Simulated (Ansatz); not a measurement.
System: C2H7AlGeO (SMILES [CH3][GeH]1[CH2][O][AlH]1).

```csv
atom,x (Å),y (Å),z (Å)
C,-1.8068,0.5662,-0.6925
Ge,-0.0605,-0.3272,-0.6724
C,0.6010,-0.8460,1.1678
O,1.8295,-0.1252,1.3119
Al,2.0632,0.7650,-0.1449
H,-2.5961,-0.1513,-0.4624
H,-1.8320,1.3677,0.0464
H,-2.0023,0.9927,-1.6771
H,-0.1131,-1.5290,-1.6440
H,0.7834,-1.9208,1.2582
H,-0.1032,-0.5486,1.9517
H,3.3139,1.7016,-0.4086
```

Geometry: PBE0-D4/def2-TZVP.

Computed with RKS PBE0-D4/def2-TZVPP in Ansatz.

What can the converged electron density and electron localisation function tell about the bonding?

C–O (1.43 Å): the density is about 1.9 e/Å³ at the midpoint, with its minimum of 1.7 e/Å³ about 0.5 Å from C; the ELF peaks at about 0.85 between the atoms; a shared but strongly polarised pair.
Al–O (1.72 Å): the density is about 0.89 e/Å³ at the midpoint; the ELF peaks at about 0.90 in the valence shell of O, 0.6 Å from its nucleus, and is about 0.50 at the midpoint.
Al–Ge (2.45 Å): ρ at the midpoint is about 0.45 e/Å³; the ELF peaks at about 0.85 between the atoms (localised, covalent bonding).
C–Ge (2.02 Å): the density is about 0.81 e/Å³ at the midpoint; the ELF peaks at about 0.95 in the valence shell of C, 0.8 Å from its nucleus, and is about 0.75 at the midpoint.

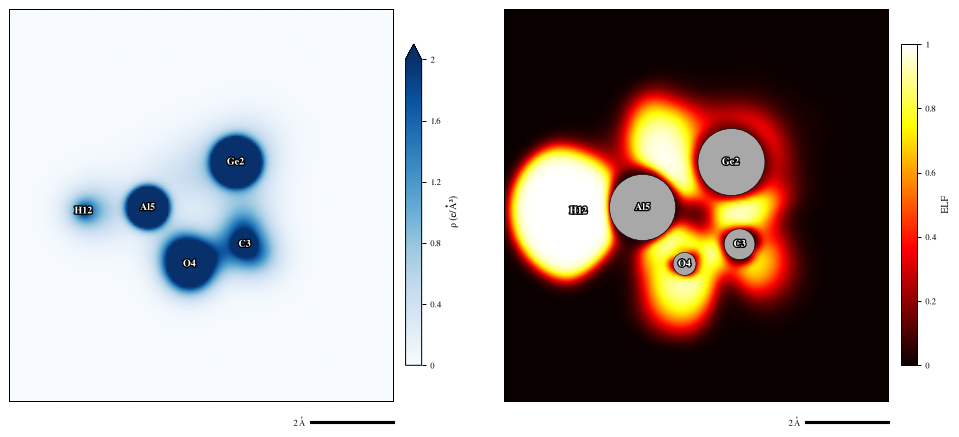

Computed electron density and electron localisation function on the plane of atoms Ge2, Al5 and H12, in this order. Grey discs cover the atomic cores in the ELF map. 
